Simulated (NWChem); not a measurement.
# BSiH4OF3 (SMILES F[B-](F)(F)[OH+][SiH3]): levels of theory compared

Aim: a comparison of 5 runs (HF/STO-3G, HF/3-21G, B3LYP/6-31G*, PBE0/6-31G*) of BSiH4OF3. 

The results are computed with NWChem 7.3.0.

## 1. The structure to begin with

BSiH4OF3 has 10 atoms, charge 0, and is taken as a singlet. As SMILES, `F[B-](F)(F)[OH+][SiH3]`. The coordinates come from a PBE0-D4/def2-TZVP relaxation.

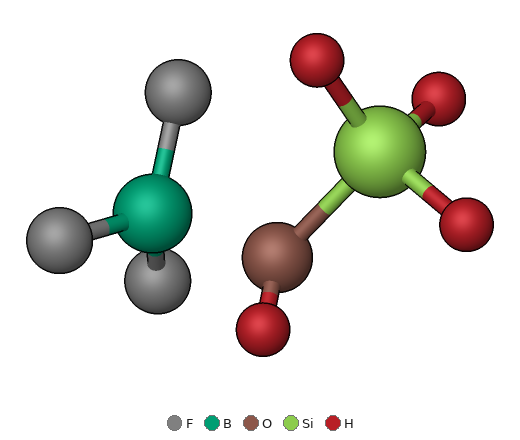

The structure, seen from a chosen angle (fluorine grey, boron teal, oxygen brown, silicon green, hydrogen red).

## 2. Energy and forces at HF/STO-3G (run 1)

nw.nw

```
start nw
title "BF3H4OSi"
memory stack 880 mb heap 220 mb global 1100 mb

geometry noautosym nocenter noautoz
F    -1.226000   -1.852000   -1.084700
B    -0.122800   -1.082100   -1.072400
F     0.896500   -1.520800   -0.281100
F     0.242000   -0.564000   -2.268200
O    -0.585800    0.295600   -0.194600
Si    0.325100    0.812600    1.153700
H    -1.024100    0.954600   -0.741100
H     0.175700   -0.222200    2.189800
H    -0.324300    2.085700    1.546700
H     1.726700    1.041600    0.754800
end

basis spherical bse
F library STO-3G
B library STO-3G
O library STO-3G
Si library STO-3G
H library STO-3G
end

scf
thresh 1e-08
maxiter 80
end

task scf gradient
```

Run with:

```bash
$ nwchem nw.nw > nw.out
```

What it wrote:

```text
[...]
  functions       =    38
[...]
  wavefunction    = RHF
[...]
         Total SCF energy =   -680.466928751363
      One-electron energy =  -1599.932614188853
      Two-electron energy =    595.236346580330
 Nuclear repulsion energy =    324.229338857160
        Time for solution =      2.7s
[...]
                         RHF ENERGY GRADIENTS
    atom               coordinates                        gradient
                 x          y          z           x          y          z
   1 F      -2.316804  -3.499773  -2.049786   -0.002979  -0.004864  -0.001451
   2 B      -0.232058  -2.044872  -2.026542   -0.004244   0.003447  -0.000325
   3 F       1.694139  -2.873895  -0.531202    0.009590  -0.008812   0.004099
   4 F       0.457314  -1.065805  -4.286276    0.002700   0.000158  -0.008929
   5 O      -1.107001   0.558603  -0.367741   -0.015786   0.029119  -0.003334
   6 Si      0.614350   1.535591   2.180177   -0.004820  -0.013326  -0.015390
   7 H      -1.935268   1.803932  -1.400476    0.006226  -0.017047   0.006493
   8 H       0.332025  -0.419897   4.138122   -0.003229  -0.019795   0.019464
   9 H      -0.612838   3.941401   2.922839   -0.014873   0.026520   0.006578
  10 H       3.262990   1.968339   1.426365    0.027414   0.004601  -0.007207
[...]
```

It took 4.2 s on 1 thread of Intel Xeon Platinum 8488C (Sapphire Rapids), shared host; peak memory 0.1 GiB.

## 3. Energy and gradient at HF/3-21G (run 2)

job.nw

```
START job
TITLE "BF3H4OSi"
memory stack 880 mb heap 220 mb global 1100 mb
charge 0

GEOMETRY units angstrom noautosym nocenter noautoz
  F       -1.226000      -1.852000      -1.084700
  B       -0.122800      -1.082100      -1.072400
  F        0.896500      -1.520800      -0.281100
  F        0.242000      -0.564000      -2.268200
  O       -0.585800       0.295600      -0.194600
  Si       0.325100       0.812600       1.153700
  H       -1.024100       0.954600      -0.741100
  H        0.175700      -0.222200       2.189800
  H       -0.324300       2.085700       1.546700
  H        1.726700       1.041600       0.754800
END

BASIS spherical bse
  * library 3-21G
END

SCF
  thresh 1e-08
  maxiter 80
  print low
END

TASK scf gradient
```

Run with:

```bash
$ nwchem job.nw > job.out
```

What it wrote:

```text
[...]
  functions       =    66
[...]
  wavefunction    = RHF
[...]
         Total SCF energy =   -685.703959138286
      One-electron energy =  -1599.923166995323
      Two-electron energy =    589.989868999876
 Nuclear repulsion energy =    324.229338857160
        Time for solution =      3.6s
[...]
                         RHF ENERGY GRADIENTS
    atom               coordinates                        gradient
                 x          y          z           x          y          z
   1 F      -2.316804  -3.499773  -2.049786    0.012148   0.010971   0.001856
   2 B      -0.232058  -2.044872  -2.026542    0.010463  -0.014178  -0.010371
   3 F       1.694139  -2.873895  -0.531202   -0.010035   0.001851  -0.007816
   4 F       0.457314  -1.065805  -4.286276   -0.003514  -0.005555   0.010776
   5 O      -1.107001   0.558603  -0.367741   -0.006191   0.009065   0.022307
   6 Si      0.614350   1.535591   2.180177   -0.010556   0.000835  -0.020351
   7 H      -1.935268   1.803932  -1.400476    0.007641   0.000642   0.005036
   8 H       0.332025  -0.419897   4.138122   -0.000977  -0.003193  -0.000192
   9 H      -0.612838   3.941401   2.922839   -0.000773   0.000394  -0.000100
  10 H       3.262990   1.968339   1.426365    0.001796  -0.000831  -0.001145
[...]
```

It took 5.4 s on 1 thread of Intel Xeon Platinum 8488C (Sapphire Rapids), shared host; peak memory 0.099 GiB.

Runs 3 to 4 aren't shown in full; the table further down has their settings and results.

## 4. Energy and gradient at B3LYP/6-31G(d) (Cartesian functions) (run 5)

a.nw

```
start a
title "BF3H4OSi"
memory 2200 mb
charge 0

geometry units au noautosym nocenter noautoz
  F  -2.31680423 -3.49977278 -2.04978593
  B  -0.23205837 -2.04487264 -2.02654230
  F   1.69413947 -2.87389549 -0.53120201
  F   0.45731372 -1.06580553 -4.28627680
  O  -1.10700156  0.55860304 -0.36774070
  Si  0.61434996  1.53559145  2.18017703
  H  -1.93526852  1.80393256 -1.40047603
  H   0.33202488 -0.41989714  4.13812227
  H  -0.61283818  3.94140178  2.92283940
  H   3.26299010  1.96833873  1.42636528
end

basis
  * library 6-31G*
end

dft
  xc b3lyp
  grid fine
  convergence energy 1e-08
  iterations 100
  mulliken
  print medium
end

task dft gradient
```

Run with:

```bash
$ nwchem a.nw > a.out
```

What it wrote, cut to the lines that bear on the results:

```text
[...]
          Wavefunction type:  closed shell.
          No. of atoms     :    10
          No. of electrons :    58
[...]
          Charge           :     0
          Spin multiplicity:     1
[...]
          AO basis - number of functions:   102
[...]
              XC Information
              --------------
                         B3LYP Method XC Potential
                     Hartree-Fock (Exact) Exchange  0.200
                        Slater Exchange Functional  0.800 local
                    Becke 1988 Exchange Functional  0.720 non-local
              Lee-Yang-Parr Correlation Functional  0.810
                  VWN I RPA Correlation Functional  0.190 local
[...]
 d= 0,ls=0.0,diis     1   -691.5857850400 -1.02D+03  1.40D-02  1.21D+00     3.9
[...]
 d= 0,ls=0.0,diis     8   -691.7095086727  7.65D-10  2.41D-06  2.04D-07    25.9
         Total DFT energy =     -691.709508672679
      One electron energy =    -1605.259227441212
           Coulomb energy =      656.019738291179
    Exchange-Corr. energy =      -66.699335006399
 Nuclear repulsion energy =      324.229315483753
[...]
      Total Density - Mulliken Population Analysis
     ---------------------------------------------
[...]
  wavefunction    = closed shell
                         DFT ENERGY GRADIENTS
    atom               coordinates                        gradient
                 x          y          z           x          y          z
   1 F      -2.316804  -3.499773  -2.049786    0.004567   0.002353  -0.000322
   2 B      -0.232058  -2.044873  -2.026542   -0.000718   0.004944   0.004118
   3 F       1.694139  -2.873895  -0.531202   -0.003880   0.000421  -0.004189
   4 F       0.457314  -1.065806  -4.286277   -0.000806  -0.003094   0.003521
   5 O      -1.107002   0.558603  -0.367741    0.003781   0.004116   0.000738
   6 Si      0.614350   1.535591   2.180177   -0.005520  -0.001034  -0.006330
   7 H      -1.935269   1.803933  -1.400476    0.003620  -0.005632   0.005043
   8 H       0.332025  -0.419897   4.138122   -0.000299  -0.000619  -0.000927
   9 H      -0.612838   3.941402   2.922839   -0.000099  -0.000689  -0.000651
  10 H       3.262990   1.968339   1.426365   -0.000646  -0.000767  -0.001000
[...]
```

Run time: 36 s. Hardware: 1 thread of Intel Xeon Platinum 8488C (Sapphire Rapids), shared host; peak memory 0.13 GiB.

## 5. All runs side by side

| run | level | iteration cap | module | energy (Eh) | dipole moment (D) | HOMO energy (eV) | LUMO energy (eV) | wall time |
| --- | --- | --- | --- | --- | --- | --- | --- | --- |
| 1 | HF/STO-3G | 80 | scf | -680.466929 | 5.41 | -10.29 | 10.41 | 4.2 s |
| 2 | HF/3-21G | 80 | scf | -685.703959 | – | – | – | 5.4 s |
| 3 | B3LYP/6-31G* (spherical functions) | 100 | dft | -691.702733 | 4.93 | -9.56 | -0.72 | 32 s |
| 4 | PBE0/6-31G* (spherical functions) | 100 | dft | -691.158300 | 4.98 | -9.91 | -0.50 | 34 s |
| 5 | B3LYP/6-31G* (Cartesian functions) | 100 | dft | -691.709509 | 4.94 | -9.58 | -0.74 | 36 s |

## 6. Results

| quantity | value |
| --- | --- |
| run 5: total energy | -691.70951 Eh |
| run 5: dipole moment | 4.94 D |
| run 5: HOMO energy | -9.58 eV |
| run 5: LUMO energy | -0.74 eV |
| run 5: HOMO–LUMO gap | 8.84 eV |
| run 5: largest force on an atom | 0.435 eV/Å |

**Reading.** Over runs 1, 3, 4, 5 the dipole moment (its size) runs from 4.93 D (B3LYP/6-31G*) to 5.41 D (HF/STO-3G). The two ends differ in method and basis. Over runs 1, 3, 4, 5 the HOMO–LUMO gap runs from 8.84 eV (B3LYP/6-31G*) to 20.70 eV (HF/STO-3G). Totals of different functionals can't be ranked against each other. In run 1 the basis is minimal, so the values are rough. All runs together took 1.8 min, the longest 36 s.
